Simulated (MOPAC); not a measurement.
Geometry relaxation of CH₄F₂Si (part 4 of 4)

CH₄F₂Si; PM3, closed shell (MOPAC 23.2.5). 

Geometry of the input (Å):
```
F  -0.5077  1.7196  -0.7046
C  -0.2363  0.8792  0.3588
Si 0.3330  -0.8382  -0.2694
F  -0.9951  -1.7053  -0.5294
H  -1.1569  0.8233  0.9466
H  0.5244  1.3860  0.9576
H  -1.1207  -2.5679  0.0677
H  1.0000  -0.7272  -1.5521
```

**Trajectory as extended XYZ, continued**
```
8
Properties=species:S:1:pos:R:3:forces:R:3 step=69 energy=-3.08449
F    -1.0200    1.2738   -0.6095   -0.0469   0.0167  -0.0357
C    -0.0550    0.9056    0.2779    0.0289  -0.0230   0.0193
Si    0.5224   -0.9258    0.0423    0.0150   0.0029  -0.0017
F    -0.9747   -1.4606   -0.7084   -0.0131  -0.0330   0.0210
H    -0.4828    1.0609    1.2767   -0.0155  -0.0016   0.0204
H     0.7761    1.6135    0.1672    0.0183   0.0135  -0.0020
H    -1.8729   -1.7638   -0.7953    0.0108   0.0311  -0.0134
H     1.3364   -0.7522   -1.2304    0.0025  -0.0066  -0.0078
8
Properties=species:S:1:pos:R:3:forces:R:3 step=70 energy=-3.08461
F    -1.0253    1.2705   -0.6057   -0.0320   0.0117  -0.0234
C    -0.0529    0.9067    0.2760    0.0134  -0.0241   0.0078
Si    0.5215   -0.9269    0.0452    0.0129   0.0054  -0.0026
F    -0.9735   -1.4590   -0.7115   -0.0162  -0.0364   0.0203
H    -0.4728    1.0662    1.2774   -0.0167   0.0001   0.0230
H     0.7767    1.6143    0.1555    0.0212   0.0173  -0.0040
H    -1.8734   -1.7559   -0.8030    0.0147   0.0327  -0.0125
H     1.3419   -0.7567   -1.2237    0.0027  -0.0067  -0.0086
8
Properties=species:S:1:pos:R:3:forces:R:3 step=71 energy=-3.08515
F    -1.0451    1.2569   -0.5913    0.0367  -0.0111   0.0404
C    -0.0450    0.9108    0.2691   -0.0534  -0.0028  -0.0311
Si    0.5182   -0.9306    0.0567    0.0044   0.0132  -0.0213
F    -0.9688   -1.4540   -0.7219   -0.0688  -0.0599   0.0175
H    -0.4346    1.0863    1.2808   -0.0095   0.0045  -0.0022
H     0.7782    1.6181    0.1096    0.0131   0.0103   0.0006
H    -1.8762   -1.7214   -0.8381    0.0783   0.0544  -0.0031
H     1.3607   -0.7725   -1.2001   -0.0008  -0.0086  -0.0009
8
Properties=species:S:1:pos:R:3:forces:R:3 step=72 energy=-3.08550
F    -1.0600    1.2439   -0.5807    0.1014  -0.0362   0.1090
C    -0.0388    0.9133    0.2640   -0.1517   0.0023  -0.0837
Si    0.5178   -0.9332    0.0661   -0.0042   0.0173  -0.0554
F    -0.9652   -1.4517   -0.7233   -0.2577  -0.1075  -0.0210
H    -0.4055    1.1002    1.2826   -0.0057   0.0152  -0.0201
H     0.7753    1.6211    0.0718    0.0370   0.0222   0.0104
H    -1.8801   -1.6779   -0.8874    0.2851   0.1030   0.0463
H     1.3686   -0.7811   -1.1876   -0.0041  -0.0163   0.0145
8
Properties=species:S:1:pos:R:3:forces:R:3 step=73 energy=-3.08631
F    -1.0317    1.2592   -0.6038   -0.0163  -0.0076   0.0143
C    -0.0509    0.9058    0.2746   -0.1161  -0.0803  -0.0409
Si    0.5266   -0.9276    0.0504    0.0072  -0.0069  -0.0683
F    -0.9721   -1.4595   -0.7016    0.0754  -0.0194   0.0462
H    -0.4639    1.0663    1.2782   -0.0261   0.0192   0.0348
H     0.7672    1.6169    0.1376    0.1355   0.0928   0.0073
H    -1.8793   -1.6994   -0.8545   -0.0542   0.0161  -0.0200
H     1.3361   -0.7577   -1.2294   -0.0053  -0.0139   0.0266
8
Properties=species:S:1:pos:R:3:forces:R:3 step=74 energy=-3.08742
F    -1.0314    1.2591   -0.6049   -0.0300  -0.0069  -0.0003
C    -0.0529    0.9052    0.2754   -0.0664  -0.0584  -0.0438
Si    0.5280   -0.9279    0.0486    0.0209   0.0016  -0.0288
F    -0.9705   -1.4626   -0.6980    0.0534  -0.0163   0.0332
H    -0.4695    1.0667    1.2774   -0.0118   0.0108   0.0301
H     0.7679    1.6161    0.1403    0.0919   0.0635   0.0163
H    -1.8818   -1.6818   -0.8578   -0.0567   0.0134  -0.0208
H     1.3342   -0.7576   -1.2320   -0.0011  -0.0078   0.0141
8
Properties=species:S:1:pos:R:3:forces:R:3 step=75 energy=-3.08920
F    -1.0357    1.2574   -0.6048   -0.0487  -0.0079  -0.0423
C    -0.0567    0.9039    0.2738    0.0508   0.0051   0.0180
Si    0.5331   -0.9284    0.0469   -0.0019   0.0007   0.0301
F    -0.9663   -1.4717   -0.6893   -0.2533  -0.0417  -0.0323
H    -0.4758    1.0673    1.2764    0.0276  -0.0100  -0.0209
H     0.7703    1.6150    0.1411   -0.0273  -0.0144   0.0282
H    -1.8914   -1.6222   -0.8789    0.2464   0.0605   0.0377
H     1.3347   -0.7620   -1.2342    0.0065   0.0078  -0.0185
8
Properties=species:S:1:pos:R:3:forces:R:3 step=76 energy=-3.09010
F    -1.0235    1.2592   -0.6174   -0.0263  -0.0066  -0.0163
C    -0.0622    0.8994    0.2789    0.0152   0.0153   0.0206
Si    0.5404   -0.9260    0.0393   -0.0102  -0.0030   0.0020
F    -0.9707   -1.4733   -0.6730   -0.1360  -0.0288  -0.0149
H    -0.5053    1.0478    1.2744    0.0420  -0.0074  -0.0495
H     0.7647    1.6154    0.1737   -0.0295  -0.0175   0.0303
H    -1.8920   -1.6139   -0.8793    0.1511   0.0435   0.0244
H     1.3172   -0.7499   -1.2580   -0.0063   0.0043   0.0033
8
Properties=species:S:1:pos:R:3:forces:R:3 step=77 energy=-3.09045
F    -1.0181    1.2463   -0.6322    0.0642  -0.0132   0.0882
C    -0.0690    0.8914    0.2832   -0.0683   0.0350  -0.0755
Si    0.5528   -0.9262    0.0334   -0.0086   0.0031  -0.0142
F    -0.9713   -1.4691   -0.6543   -0.2923  -0.0612  -0.0645
H    -0.5333    1.0261    1.2702    0.0227  -0.0023  -0.0314
H     0.7516    1.6164    0.2029   -0.0110   0.0004   0.0115
H    -1.8989   -1.5376   -0.8822    0.3032   0.0377   0.0635
H     1.3025   -0.7388   -1.2801   -0.0098   0.0005   0.0224
8
Properties=species:S:1:pos:R:3:forces:R:3 step=78 energy=-3.09069
F    -1.0202    1.2461   -0.6322    0.1123  -0.0226   0.1206
C    -0.0685    0.8910    0.2817   -0.0804   0.0473  -0.1077
Si    0.5528   -0.9271    0.0339   -0.0149   0.0148   0.0047
F    -0.9723   -1.4660   -0.6556    0.1752  -0.0387   0.0472
H    -0.5308    1.0240    1.2686    0.0002   0.0036   0.0009
H     0.7525    1.6165    0.2045   -0.0200  -0.0040  -0.0069
H    -1.8923   -1.5405   -0.8779   -0.1786  -0.0006  -0.0557
H     1.3034   -0.7404   -1.2766    0.0062   0.0002  -0.0031
8
Properties=species:S:1:pos:R:3:forces:R:3 step=79 energy=-3.09159
F    -1.0205    1.2501   -0.6297    0.0525  -0.0171   0.0566
C    -0.0684    0.8922    0.2800   -0.0376   0.0244  -0.0366
Si    0.5519   -0.9267    0.0342   -0.0204   0.0098  -0.0002
F    -0.9714   -1.4717   -0.6553   -0.0112  -0.0261   0.0026
H    -0.5290    1.0250    1.2685    0.0133   0.0035  -0.0113
H     0.7536    1.6165    0.2014   -0.0198  -0.0066  -0.0031
H    -1.8938   -1.5392   -0.8842    0.0215   0.0130  -0.0054
H     1.3046   -0.7416   -1.2754    0.0019  -0.0010  -0.0026
8
Properties=species:S:1:pos:R:3:forces:R:3 step=80 energy=-3.09193
F    -1.0230    1.2504   -0.6268    0.0258  -0.0158   0.0284
C    -0.0673    0.8931    0.2785   -0.0249   0.0048  -0.0232
Si    0.5506   -0.9270    0.0357   -0.0074   0.0083   0.0019
F    -0.9705   -1.4737   -0.6558   -0.0510  -0.0194  -0.0096
H    -0.5229    1.0279    1.2684    0.0042   0.0056   0.0070
H     0.7538    1.6168    0.1947   -0.0013   0.0045  -0.0053
H    -1.8919   -1.5344   -0.8933    0.0532   0.0138   0.0041
H     1.3063   -0.7439   -1.2726    0.0013  -0.0018  -0.0033
8
Properties=species:S:1:pos:R:3:forces:R:3 step=81 energy=-3.09275
F    -1.0442    1.2389   -0.6095    0.0125  -0.0157   0.0021
C    -0.0600    0.8976    0.2704    0.0072   0.0032  -0.0252
Si    0.5457   -0.9310    0.0468   -0.0011   0.0070   0.0267
F    -0.9659   -1.4704   -0.6678   -0.1661  -0.0204  -0.0454
H    -0.4820    1.0510    1.2714   -0.0106   0.0083   0.0362
H     0.7571    1.6199    0.1459   -0.0030  -0.0012  -0.0057
H    -1.8849   -1.4992   -0.9278    0.1520   0.0140   0.0348
H     1.3278   -0.7635   -1.2461    0.0091   0.0048  -0.0234
8
Properties=species:S:1:pos:R:3:forces:R:3 step=82 energy=-3.09323
F    -1.0543    1.2337   -0.5998    0.0157  -0.0212   0.0134
C    -0.0552    0.9009    0.2668   -0.0060   0.0112  -0.0082
Si    0.5417   -0.9328    0.0532    0.0031   0.0090   0.0132
F    -0.9646   -1.4696   -0.6754   -0.0869  -0.0070  -0.0241
H    -0.4582    1.0667    1.2748    0.0016   0.0021   0.0021
H     0.7600    1.6211    0.1187   -0.0081  -0.0056  -0.0041
H    -1.8792   -1.4923   -0.9472    0.0799   0.0108   0.0180
H     1.3382   -0.7708   -1.2330    0.0006   0.0007  -0.0104
8
Properties=species:S:1:pos:R:3:forces:R:3 step=83 energy=-3.09341
F    -1.0745    1.2161   -0.5825    0.0620  -0.0175   0.0655
C    -0.0460    0.9062    0.2602   -0.0606   0.0394  -0.0047
Si    0.5363   -0.9364    0.0665    0.0022   0.0068  -0.0425
F    -0.9623   -1.4641   -0.6891   -0.0110   0.0044   0.0086
H    -0.4131    1.0943    1.2801    0.0143  -0.0047  -0.0696
H     0.7608    1.6252    0.0653   -0.0242  -0.0272   0.0100
H    -1.8688   -1.4566   -0.9858    0.0323   0.0066   0.0069
H     1.3563   -0.7842   -1.2097   -0.0150  -0.0077   0.0257
8
Properties=species:S:1:pos:R:3:forces:R:3 step=84 energy=-3.09364
F    -1.0691    1.2153   -0.5875   -0.0151   0.0087   0.0048
C    -0.0486    0.9039    0.2618   -0.0237  -0.0247  -0.0015
Si    0.5399   -0.9353    0.0638   -0.0029  -0.0068  -0.0470
F    -0.9641   -1.4647   -0.6809   -0.0254   0.0017   0.0017
H    -0.4256    1.0854    1.2767   -0.0123   0.0088   0.0103
H     0.7562    1.6249    0.0784    0.0363   0.0186  -0.0065
H    -1.8667   -1.4451   -0.9899    0.0490   0.0030   0.0154
H     1.3456   -0.7786   -1.2206   -0.0059  -0.0094   0.0228
8
Properties=species:S:1:pos:R:3:forces:R:3 step=85 energy=-3.09377
F    -1.0710    1.2195   -0.5853   -0.0105   0.0022  -0.0166
C    -0.0493    0.9041    0.2604    0.0241  -0.0030   0.0027
Si    0.5391   -0.9357    0.0629   -0.0037  -0.0001   0.0042
F    -0.9630   -1.4656   -0.6815    0.0136  -0.0040   0.0060
H    -0.4252    1.0871    1.2753   -0.0050   0.0032   0.0180
H     0.7602    1.6222    0.0772   -0.0074  -0.0037  -0.0017
H    -1.8651   -1.4519   -0.9890   -0.0138   0.0045  -0.0053
H     1.3497   -0.7838   -1.2160    0.0026   0.0010  -0.0072
8
Properties=species:S:1:pos:R:3:forces:R:3 step=86 energy=-3.09378
F    -1.0726    1.2171   -0.5847   -0.0016   0.0011  -0.0067
C    -0.0490    0.9041    0.2600    0.0067   0.0013   0.0152
Si    0.5394   -0.9360    0.0636    0.0011  -0.0009   0.0023
F    -0.9627   -1.4661   -0.6805   -0.0716   0.0031  -0.0251
H    -0.4228    1.0888    1.2760   -0.0007  -0.0021  -0.0037
H     0.7594    1.6226    0.0743   -0.0046  -0.0022  -0.0043
H    -1.8636   -1.4392   -0.9957    0.0706  -0.0008   0.0253
H     1.3498   -0.7845   -1.2160    0.0002   0.0005  -0.0030
8
Properties=species:S:1:pos:R:3:forces:R:3 step=87 energy=-3.09381
F    -1.0714    1.2155   -0.5863   -0.0012   0.0061   0.0010
C    -0.0493    0.9036    0.2609   -0.0088  -0.0066   0.0059
Si    0.5398   -0.9359    0.0634    0.0064  -0.0029  -0.0062
F    -0.9628   -1.4646   -0.6814   -0.0042  -0.0042   0.0033
H    -0.4249    1.0877    1.2762   -0.0051  -0.0011  -0.0002
H     0.7578    1.6231    0.0766    0.0116   0.0082  -0.0063
H    -1.8654   -1.4387   -0.9881    0.0026   0.0011  -0.0015
H     1.3494   -0.7829   -1.2171   -0.0013  -0.0006   0.0039
8
Properties=species:S:1:pos:R:3:forces:R:3 step=88 energy=-3.09383
F    -1.0707    1.2171   -0.5867   -0.0064   0.0041  -0.0074
C    -0.0498    0.9035    0.2611    0.0097  -0.0040  -0.0012
Si    0.5402   -0.9358    0.0627   -0.0012  -0.0016   0.0002
F    -0.9631   -1.4654   -0.6800   -0.0057  -0.0024   0.0002
H    -0.4271    1.0864    1.2756   -0.0045   0.0015   0.0109
H     0.7585    1.6227    0.0784    0.0008   0.0005  -0.0017
H    -1.8647   -1.4411   -0.9900    0.0057   0.0012   0.0014
H     1.3480   -0.7828   -1.2183    0.0016   0.0008  -0.0023
8
Properties=species:S:1:pos:R:3:forces:R:3 step=89 energy=-3.09383
F    -1.0699    1.2177   -0.5875   -0.0047   0.0027  -0.0063
C    -0.0502    0.9032    0.2614    0.0069  -0.0030   0.0014
Si    0.5405   -0.9357    0.0621   -0.0003  -0.0010   0.0018
F    -0.9632   -1.4658   -0.6791   -0.0103  -0.0014  -0.0020
H    -0.4292    1.0853    1.2756   -0.0026   0.0003   0.0064
H     0.7584    1.6225    0.0806    0.0007   0.0009  -0.0014
H    -1.8648   -1.4405   -0.9890    0.0091   0.0006   0.0026
H     1.3470   -0.7821   -1.2197    0.0012   0.0010  -0.0025
8
Properties=species:S:1:pos:R:3:forces:R:3 step=90 energy=-3.09382
F    -1.0653    1.2200   -0.5925    0.0022  -0.0027   0.0023
C    -0.0525    0.9017    0.2636   -0.0033   0.0015   0.0000
Si    0.5427   -0.9350    0.0590   -0.0003   0.0014   0.0040
F    -0.9642   -1.4675   -0.6742   -0.0114   0.0014  -0.0041
H    -0.4407    1.0788    1.2756    0.0044  -0.0013  -0.0053
H     0.7575    1.6220    0.0927   -0.0010   0.0002   0.0020
H    -1.8658   -1.4393   -0.9839    0.0092  -0.0011   0.0026
H     1.3412   -0.7775   -1.2274    0.0000   0.0006  -0.0013
8
Properties=species:S:1:pos:R:3:forces:R:3 step=91 energy=-3.09383
F    -1.0672    1.2188   -0.5904   -0.0011  -0.0002  -0.0005
C    -0.0514    0.9024    0.2627   -0.0002  -0.0010  -0.0006
Si    0.5418   -0.9353    0.0604   -0.0003   0.0001   0.0009
F    -0.9639   -1.4667   -0.6762   -0.0056  -0.0001  -0.0014
H    -0.4356    1.0816    1.2757    0.0009   0.0000   0.0005
H     0.7578    1.6224    0.0873    0.0012   0.0011   0.0005
H    -1.8651   -1.4398   -0.9870    0.0048  -0.0001   0.0013
H     1.3434   -0.7793   -1.2243    0.0003   0.0001  -0.0007
```

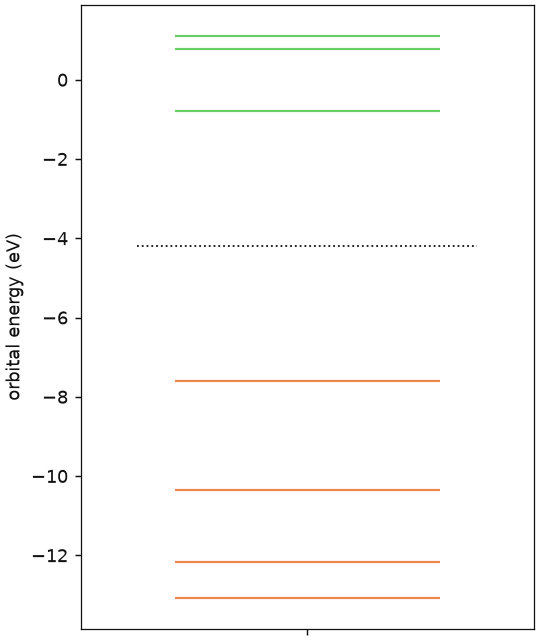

Orbital energies near the frontier; the dotted line parts filled from empty levels, and levels within 0.02 eV of each other stand side by side. Highest filled −7.59 eV, lowest empty −0.80 eV, 6.79 eV apart.

**Summary**

| quantity | value |
| --- | --- |
| outcome | converged |
| heat of formation | −71.35 kcal/mol |
| basis functions | 20 |
| largest force | 0.006 eV/Å |
| HOMO | −7.59 eV |
| LUMO | −0.80 eV |
| dipole moment | 4.30 D |
| hardware | 1 thread of Arm Neoverse N1, 98 GiB of memory available, shared host |
| peak memory | 0.12 GiB |

**Remarks**

MOPAC's energies along a path are heats of formation.
